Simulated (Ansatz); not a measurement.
Take Hf$_{3}$N$_{4}$ (space group I-43d, No. 220; a = 6.651 Å) as the base.

Now apply this change: cell and atoms relaxed at a pressure of 3 GPa.

Method: Ansatz (a quantum-chemistry and plane-wave program), PBEsol, PAW, cutoff 420 eV, no spin-orbit coupling.

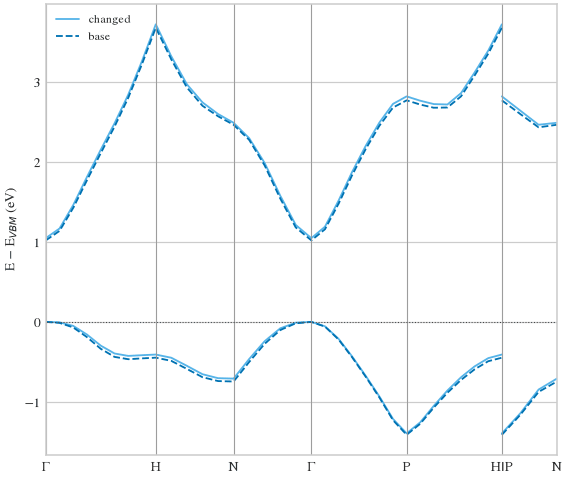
Highest valence and lowest conduction band along the path, each from its own valence-band maximum

Read the changed gap and its character from the plot.

About 1.0 eV, direct at Γ.

Spin-orbit coupling, missing from the scalar runs, can matter with Hf. Load acts through the strain it causes; cell and atoms are relaxed under it. Stability against distortions was not tested.
